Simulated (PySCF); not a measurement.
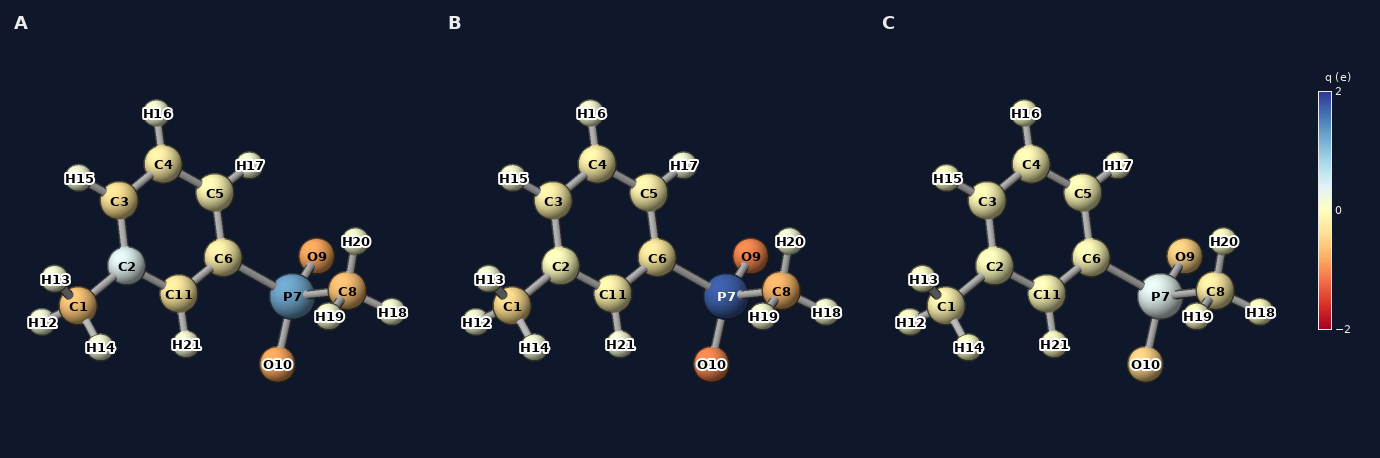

Atomic charges of one calculation by 3 schemes, on one colour scale. Charge −1, singlet. Computed geometry: GFN2-xTB optimisation. No frequency run is at hand to confirm it as a minimum. Computed with PBE0/pcSseg-1 (PySCF 2.14.0).

**The schemes are ESP-fitted, Hirshfeld, IAO. Which panel shows which?**

A ESP-fitted, B IAO, C Hirshfeld.

List the charges (e), one line for each set of equivalent atoms.

```tsv
atom	ESP-fitted	IAO	Hirshfeld
C1	−0.59	−0.42	−0.12
C2	0.36	0.00	−0.01
C3	−0.34	−0.19	−0.08
C4	−0.20	−0.17	−0.07
C5	−0.08	−0.15	−0.06
C6	−0.18	−0.26	−0.05
P7	1.23	1.73	0.35
C8	−0.63	−0.72	−0.20
O9	−0.82	−1.02	−0.49
O10	−0.82	−1.02	−0.49
C11	−0.25	−0.16	−0.06
H12	0.15	0.14	0.04
H13	0.13	0.13	0.03
H14	0.15	0.14	0.04
H15	0.15	0.12	0.03
H16	0.13	0.13	0.03
H17	0.11	0.16	0.04
H18	0.13	0.14	0.02
H19	0.11	0.13	0.02
H20	0.11	0.13	0.02
H21	0.15	0.15	0.04
```

The geometry is semi-empirical. Around P such bond lengths and angles can be off by a tenth of an ångström or more and by several degrees, and values that hang on the shape move with them.
